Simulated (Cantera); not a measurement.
Feed: 1 mol Cu2O, 1.1 mol CH4, 20 mol H2, at 0.00133 bar.

Equilibrium computed with Cantera from the NASA thermochemical tables; the gas is ideal and each condensed phase is pure. Candidate condensed phases: C, C6H6, C7H8, C8H18, Cu, CuO, Cu(OH)2, Cu2O, H2O; 113 gas species. Equilibrium is a limit: real reactors are often held back by kinetics, nucleation or transport.

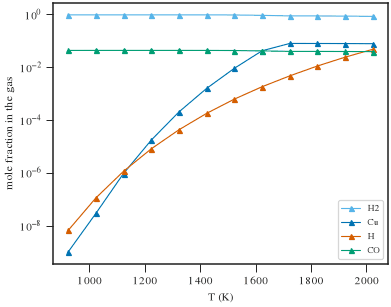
*Equilibrium gas composition (values under 1e-9 drawn at 1e-9)*

From 923 K to 1323 K the condensed part is C(graphite) + Cu(s). From 1423 K to 1623 K the condensed part is C(graphite) + Cu(l). From 1723 K to 2023 K the condensed part is C(graphite).
